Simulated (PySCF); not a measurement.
C2H7BrGe

Input file:

```
{"job": {"kind": "uv", "xc": "CAM-B3LYP", "basis": "def2-SVPD", "ip": true, "nstates": 15}, "charge": 0, "multiplicity": 1}
Ge    -0.245146    -0.449792     0.467659
H     -0.339483    -0.625208     1.995832
C      1.592589    -0.507768    -0.158921
H      2.059317    -1.457981     0.136006
H      2.173847     0.323433     0.268163
H      1.611848    -0.432356    -1.255480
C     -1.221477     1.114053    -0.145571
H     -2.267329     1.063096     0.187864
H     -1.202384     1.154012    -1.243966
H     -0.762797     2.030984     0.254735
Br    -1.300935    -2.297984    -0.475430
```

Launched as:

```sh
OMP_NUM_THREADS=1 python probes_run.py task.json out
```

Geometry: PBE0-D3(BJ)/def2-SVP.

These are results of PySCF, CAM-B3LYP/def2-SVPD, SCF density, gas phase, not measurements.

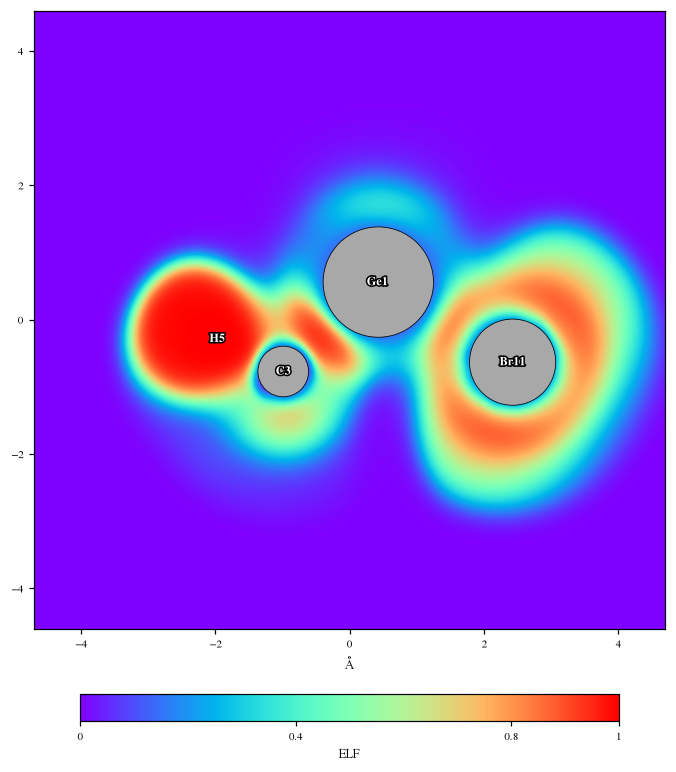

Figure 1. ELF on the plane of atoms Ge1, C3 and H5. Grey discs cover the atomic cores.

**What do the fields say about this system?**

- Atoms in the plane: Ge, C, H and Br.
- C–Ge (1.94 Å): the ELF peaks at about 0.95 in the valence shell of C, 0.7 Å from its nucleus, and is about 0.70 at the midpoint.
- Ge–Br (2.33 Å): the ELF peaks at about 0.80 in the valence shell of Br, 1.0 Å from its nucleus, and is about 0.75 at the midpoint.
- C–H (1.10 Å): the ELF climbs to about 1 towards the hydrogen, as it does in any bond to H (an ordinary covalent bond to hydrogen).
- The ELF also peaks beside Br11, away from the bonds: lone-pair regions.

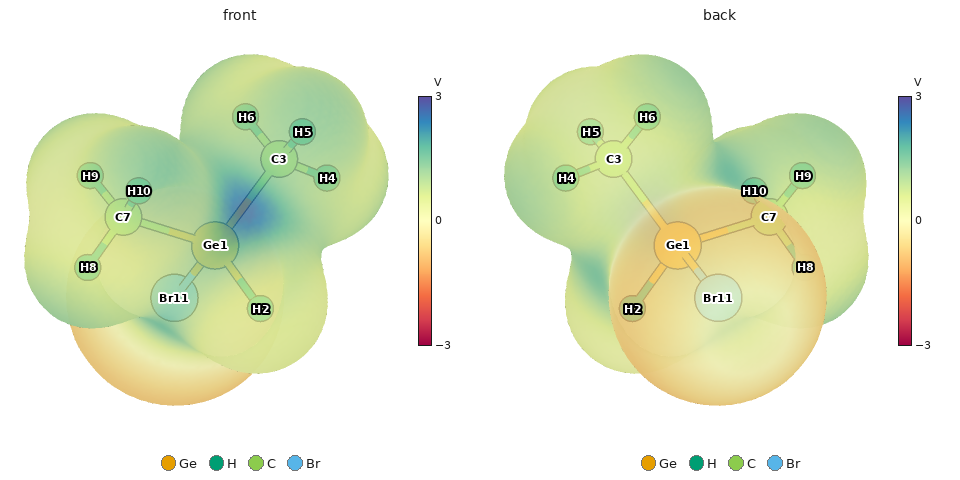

Figure 2. The molecular electrostatic potential painted on the density surface at 0.004 e/bohr³, seen from the front and from behind; the colour scale runs from red (negative) to blue (positive).

**Which sites attract a positive test charge, and which a negative one?**

A positive charge is drawn to the negative regions and a negative charge to the positive ones. The most negative region (about −0.8 V, or −18 kcal/mol for a unit charge) lies over Br11, the most positive (about +2.4 V, or +55 kcal/mol for a unit charge) over Ge1. Br11 shows a σ-hole: about +0.3 V at the tip opposite its bond, against about −0.7 V, or −16 kcal/mol for a unit charge on its flanks.

**How polar is the molecule by this calculation?**

Its dipole moment is 2.80 D.
